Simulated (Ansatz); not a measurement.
# TiC (Fm-3m): test of the smearing width in Python

How much does the smearing width move the energy of TiC (Fm-3m)? The task is a test of the smearing width, for TiC (Fm-3m).

The COD entry's cell or inner coordinates are ideal or old and differ from later refinements, so a difference from it is no clean test against experiment.

Computed with Ansatz 0.2.0, driven from Python. Level of theory: DFT PBE, plane waves, PAW.

**1. The structure**

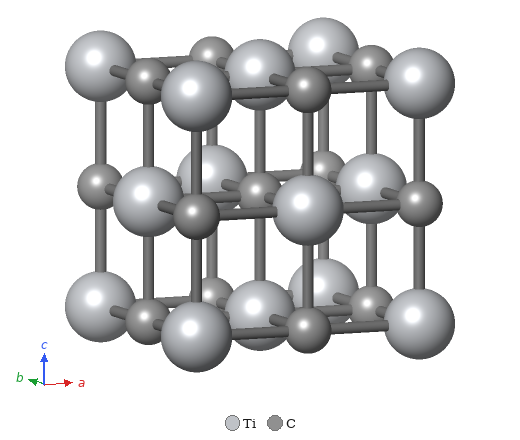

The starting structure, viewed slightly off an axis; titanium light grey, carbon grey. The cell is the conventional one. Atoms on cell faces are repeated.

The script reads tic.vasp:

```text
TiC
1.0
   0.00000000    2.15930000    2.15930000
   2.15930000    0.00000000    2.15930000
   2.15930000    2.15930000    0.00000000
Ti C
1 1
Direct
   0.00000000    0.00000000    0.00000000
   0.50000000    0.50000000    0.50000000
```

**2. Script**

Contents of smear_tic.py:

```python
"""How the energy of TiC depends on the smearing."""

import warnings

import ansatz as az
from ase.io import read
import pandas as pd

K_SPACING = 0.2


def main() -> None:
    warnings.simplefilter("ignore", az.DeckWarning)

    atoms = read("tic.vasp", format="vasp")
    tic = az.Crystal.from_ase(atoms)

    setup = tic.calculation().kpoints(spacing=K_SPACING)

    rows = []
    for value in [0.3, 0.2, 0.1, 0.05]:
        r = setup.occupations("cold", width=value).run(threads=1, pin="off").report
        rows.append((value, r["free_energy_ev"] / len(r["lattice"]["sites"]), r["n_iterations"], r["n_kpoints"]))

    table = pd.DataFrame(rows, columns=["width (eV)", "F/atom (eV)", "iterations", "k-points"])
    print(table.round(5).to_string(index=False))

    # the last row is the reference
    for row in rows[:-1]:
        shift = 1000 * (row[1] - rows[-1][1])
        print(f"{row[0]}: {shift:+.2f} meV/atom" + ("  (within 2 meV)" if abs(shift) < 2 else ""))


if __name__ == "__main__":
    main()
```

**3. The input behind the calls**

The package turns the script's settings into the engine's input (first run):

```yaml
crystal:
  lattice:
    - [0.0, 2.1593, 2.1593]
    - [2.1593, 0.0, 2.1593]
    - [2.1593, 2.1593, 0.0]
  atoms:
    - { symbol: Ti, position: [0.0, 0.0, 0.0] }
    - { symbol: C, position: [0.5, 0.5, 0.5] }
kpoints:
  mp_grid:
    kspacing: 0.2
scf:
  occupations:
    method: cold
    width: 0.3
```

**4. The run**

The run is started by

```
$ python smear_tic.py
```

Output:

```text
 width (eV)  F/atom (eV)  iterations  k-points
       0.30  -1376.13497           5        84
       0.20  -1376.13536           5        84
       0.10  -1376.13536           5        84
       0.05  -1376.13523           5        84
0.3: +0.26 meV/atom  (within 2 meV)
0.2: -0.12 meV/atom  (within 2 meV)
0.1: -0.13 meV/atom  (within 2 meV)
```

Wall time 4.8 s (1 thread of Arm Neoverse V1, shared host); peak memory 0.43 GiB.

**5. What changed from run to run**

The engine's inputs for the other runs:

Run 2, against run 1:

```diff
@@ -15 +15 @@
-    width: 0.3
+    width: 0.2
```

Run 3, against run 1:

```diff
@@ -15 +15 @@
-    width: 0.3
+    width: 0.1
```

Run 4, against run 1:

```diff
@@ -15 +15 @@
-    width: 0.3
+    width: 0.05
```

**6. What each run gave**

From the records of these 4 runs:

```tsv
run	width (eV)	energy from run 4 (meV/atom)	the same at zero width (meV/atom)	SCF cycles	CPU time (s)
1	0.3	0.26	-0.26	5	0.98
2	0.2	-0.12	-0.32	5	0.88
3	0.1	-0.13	-0.08	5	0.92
4	0.05	0.00	0.00	5	0.88
```

Energies are free energies F = E - TS of the smeared occupations. 

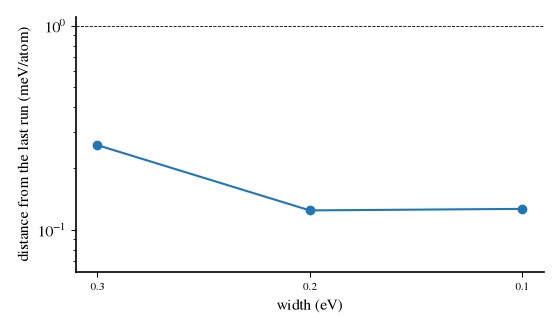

How far each run lies from the last one; the dashed line marks 1 meV/atom.

**7. Results**

| quantity | value |
| --- | --- |
| runs compared | 4 |
| last run but one, from the last | -0.13 meV/atom |
| within 5 meV/atom of the last run from | 0.3 |

**Reading.** From width 0.3 eV on, the energy stays within 1 meV/atom of the last run. The last run is only the end of the list, not the zero-width limit. F spreads over 0.4 meV/atom, the estimate for zero width over 0.3. What to keep in mind:
- No spin polarisation was allowed.
- Of the deposited cell: the entry's cell lengths or inner coordinates differ somewhat from later room-temperature determinations.
- The narrowest width needs the finest mesh, so the last row is no converged reference.
- No functional is typed, so the default, PBE, holds.
